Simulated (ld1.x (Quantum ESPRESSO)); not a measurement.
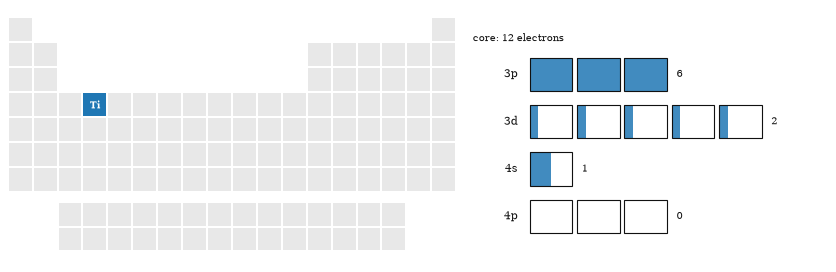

**Figure 1.** Left, the place of titanium in the periodic table; right, the valence shells of the reference configuration: a box for each of the 2l + 1 orbitals, shaded by the share of the shell that is filled, with the electron count at the right. The shells are those of the unaltered input.

Ti: pseudopotential generation

Titanium (Ti, Z = 22), core [Ne] 3s2, reference valence 3p6 3d2 4s1 4p0 (an ion of charge +1), valence charge 10. (This line and the method describe the unaltered input from which the odd one was made.) Computed at this level: TM potential, PW91, scalar-relativistic, made with ld1.x (Quantum ESPRESSO) 7.5.

Outcome:

```
 quantity                      value
  outcome                  generated
 hardware  1 CPU thread, shared host
wall time                     0.52 s
```

What is odd here:

This input holds a deliberate oddity: nuclear charge changed by +2 with the same configuration. The program ran to the end. The all-electron total energy moves by −390 Ry against the unaltered input (−1707.1092 Ry), so the atom computed isn't the one that the system line describes. The pseudo-atom meets the occupied all-electron levels that the test lists within 0.00001 Ry. In the reference test the empty 4p level comes out at −1.623 Ry against −1.836 Ry all-electron. No test for ghost states or cutoffs was run on this potential, so its soundness isn't shown.

Input file:
```
 &input
   title='Ti', zed=24., rel=1, dft='PW91', iswitch=3,
   config='[Ar] 3d2 4s1 4p0',
   nld=3, rlderiv=2.20, eminld=-5.0, emaxld=5.0, deld=0.02
 /
 &inputp
   pseudotype=2, tm=.true., lloc=0,
   nlcc=.true., new_core_ps=.true., rcore=1.35,
   file_pseudopw='Ti.UPF', file_wfcaegen='ae.wfc', file_wfcncgen='nc.wfc', file_beta='beta', file_chi='chi'
 /
3
3P  2  1   6.00   0.00  1.40  1.40  0.0
3D  3  2   2.00   0.00  1.40  1.40  0.0
4S  1  0   1.00   0.00  2.00  2.00  0.0
 &test
   configts(1)='3p6 3d2 4s1 4p0'
 /
```

Launched with:
```bash
ld1.x < Ti.in > Ti.out
```

Log:
```
     Program LD1 v.7.5
     --------------------------- All-electron run ----------------------------

     Ti
     scalar relativistic calculation

     atomic number is 24.00
     dft =PW91   lsd =0 sic =0 latt =0  beta=0.20 tr2=1.0E-14
     Exchange-correlation= PW91
                           (   1   4   2   2   0   0   0)
     mesh =1183 r(mesh) =  99.18097 a.u. xmin = -7.00 dx = 0.01250
     1 Ry =  13.60569312 eV, c = 137.03599908

     n l     nl                  e(Ry)          e(Ha)          e(eV)
     1 0     1S 1( 2.00)      -435.9086      -217.9543     -5930.8382
     2 0     2S 1( 2.00)       -52.7547       -26.3774      -717.7648
     2 1     2P 1( 6.00)       -44.9298       -22.4649      -611.3006
     3 0     3S 1( 2.00)        -8.8624        -4.4312      -120.5794
     3 1     3P 1( 6.00)        -6.7157        -3.3579       -91.3722
     3 2     3D 1( 2.00)        -3.3923        -1.6961       -46.1546
     4 0     4S 1( 1.00)        -2.3269        -1.1635       -31.6593
     4 1     4P 1( 0.00)        -1.8361        -0.9180       -24.9809

     final scf error:  8.6E-15 reached in  26 iterations

     Etot =   -2096.794755 Ry,   -1048.397378 Ha,  -28528.345981 eV

     Ekin =    2118.249140 Ry,    1059.124570 Ha,   28820.247750 eV
     Encl =   -4930.940612 Ry,   -2465.470306 Ha,  -67088.864774 eV
     Eh   =     810.786536 Ry,     405.393268 Ha,   11031.312799 eV
     Exc  =     -94.889819 Ry,     -47.444909 Ha,   -1291.041757 eV

     normalization and overlap integrals

     s(1S/1S) =  1.000000  <r> =   0.0636  <r2> =    0.0054  r(max) =   0.0417
     s(2S/2S) =  1.000000  <r> =   0.2931  <r2> =    0.1015  r(max) =   0.2428
     s(2P/2P) =  1.000000  <r> =   0.2599  <r2> =    0.0831  r(max) =   0.1988
     s(3S/3S) =  1.000000  <r> =   0.8775  <r2> =    0.8848  r(max) =   0.7668
     s(3P/3P) =  1.000000  <r> =   0.9209  <r2> =    0.9918  r(max) =   0.7862
     s(3D/3D) =  1.000000  <r> =   1.0416  <r2> =    1.3392  r(max) =   0.7668
     s(4S/4S) =  1.000000  <r> =   2.3411  <r2> =    6.1734  r(max) =   2.1105
     s(4P/4P) =  1.000000  <r> =   2.6504  <r2> =    7.9411  r(max) =   2.3916

     ------------------------ End of All-electron run ------------------------

     --------------------- Generating NC pseudopotential ---------------------

      Generating local pot.: lloc=0, matching radius rcloc =   2.0000

      Computing core charge for nlcc:

       r > 1.36 : true rho core
      Core charge pseudized with two Bessel functions
      Integrated core pseudo-charge :   2.36

      Wfc   3P  rcut= 1.415  Using Troullier-Martins method

      Wfc   3D  rcut= 1.415  Using Troullier-Martins method

     ------------------- End of pseudopotential generation -------------------

     --------------------------- All-electron run ----------------------------

     Ti
     scalar relativistic calculation

     atomic number is 24.00
     dft =PW91   lsd =0 sic =0 latt =0  beta=0.20 tr2=1.0E-14
     Exchange-correlation= PW91
                           (   1   4   2   2   0   0   0)
     mesh =1183 r(mesh) =  99.18097 a.u. xmin = -7.00 dx = 0.01250
     1 Ry =  13.60569312 eV, c = 137.03599908

     n l     nl                  e(Ry)          e(Ha)          e(eV)
     1 0     1S 1( 2.00)      -435.9086      -217.9543     -5930.8382
     2 0     2S 1( 2.00)       -52.7547       -26.3774      -717.7648
     2 1     2P 1( 6.00)       -44.9298       -22.4649      -611.3006
     3 0     3S 1( 2.00)        -8.8624        -4.4312      -120.5794
     3 1     3P 1( 6.00)        -6.7157        -3.3579       -91.3722
     3 2     3D 1( 2.00)        -3.3923        -1.6961       -46.1546
     4 0     4S 1( 1.00)        -2.3269        -1.1635       -31.6593
     4 1     4P 1( 0.00)        -1.8361        -0.9180       -24.9809

     final scf error:  8.6E-15 reached in  26 iterations

     Etot =   -2096.794755 Ry,   -1048.397378 Ha,  -28528.345981 eV

     Ekin =    2118.249140 Ry,    1059.124570 Ha,   28820.247750 eV
     Encl =   -4930.940612 Ry,   -2465.470306 Ha,  -67088.864774 eV
     Eh   =     810.786536 Ry,     405.393268 Ha,   11031.312799 eV
     Exc  =     -94.889819 Ry,     -47.444909 Ha,   -1291.041757 eV

     normalization and overlap integrals

     s(1S/1S) =  1.000000  <r> =   0.0636  <r2> =    0.0054  r(max) =   0.0417
     s(2S/2S) =  1.000000  <r> =   0.2931  <r2> =    0.1015  r(max) =   0.2428
     s(2P/2P) =  1.000000  <r> =   0.2599  <r2> =    0.0831  r(max) =   0.1988
     s(3S/3S) =  1.000000  <r> =   0.8775  <r2> =    0.8848  r(max) =   0.7668
     s(3P/3P) =  1.000000  <r> =   0.9209  <r2> =    0.9918  r(max) =   0.7862
     s(3D/3D) =  1.000000  <r> =   1.0416  <r2> =    1.3392  r(max) =   0.7668
     s(4S/4S) =  1.000000  <r> =   2.3411  <r2> =    6.1734  r(max) =   2.1105
     s(4P/4P) =  1.000000  <r> =   2.6504  <r2> =    7.9411  r(max) =   2.3916

     ------------------------ End of All-electron run ------------------------

     Computing logarithmic derivative in   2.20497
     Computing logarithmic derivative in   2.20497
     Computing the partial wave expansion
       no projector for channel:   0
     R is outside the sphere for l=    1 j= 0.00
     R is outside the sphere for l=    2 j= 0.00

     ---------------------- Testing the pseudopotential ----------------------

     Ti
     scalar relativistic calculation

     atomic number is 24.00   valence charge is 12.00
     dft =PW91   lsd =0 sic =0 latt =0  beta=0.20 tr2=1.0E-14
     mesh =1183 r(mesh) =  99.18097 xmin = -7.00 dx = 0.01250

     n l     nl             e AE (Ry)        e PS (Ry)    De AE-PS (Ry)
     2 1     3P   1( 6.00)       -6.71573       -6.71574        0.00001
     3 2     3D   1( 2.00)       -3.39230       -3.39231        0.00001
     1 0     4S   1( 1.00)       -2.32692       -2.32692        0.00000
     3 1     4P   1( 0.00)       -1.83606       -1.62329       -0.21277  !

     eps = 3.4E-16  iter =  9

     Etot =   -2096.794755 Ry,   -1048.397378 Ha,  -28528.345981 eV
     Etotps =  -117.782671 Ry,     -58.891336 Ha,   -1602.514877 eV

     Ekin =      63.850395 Ry,      31.925197 Ha,     868.728875 eV
     Encl =    -128.079671 Ry,     -64.039835 Ha,   -1742.612697 eV
     Ehrt =      68.230323 Ry,      34.115162 Ha,     928.320841 eV
     Ecxc =     -17.603697 Ry,      -8.801849 Ha,    -239.510504 eV
     (Ecc =      -2.797935 Ry,      -1.398968 Ha,     -38.067848 eV)
     Epseu=    -104.180021 Ry,     -52.090010 Ha,   -1417.441393 eV

     ---------------------- End of pseudopotential test ----------------------
```
